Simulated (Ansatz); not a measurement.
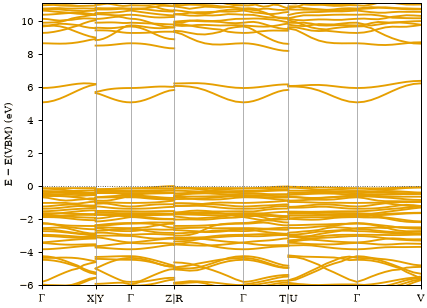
*Band structure from plane-wave PAW r²SCAN (Ansatz code)*

**Question.** Read off the gap and where the band edges lie.

**Answer.** About 5.1 eV (5.08 eV by a search for the band edges); maximum at Z, minimum at Γ.

The material is SnP2O7 in space group P-1 (No. 2; Pearson symbol aP20).

The workflow started from a Materials Project entry (that database holds measured and hypothetical structures alike); the Crystallography Open Database copy checked does not list it. COD files the formula under space group No. 205. Entries of such low symmetry are often ordered models of mixed-site phases. Whether it is the stable phase at ambient conditions was not checked. The cell was relaxed with r²SCAN under the symmetry of its start; its stability against distortions is not shown here. Scalar-relativistic: spin–orbit coupling is off unless named, which matters more the heavier the elements.

Potentials: the later of the program's two PAW sets.
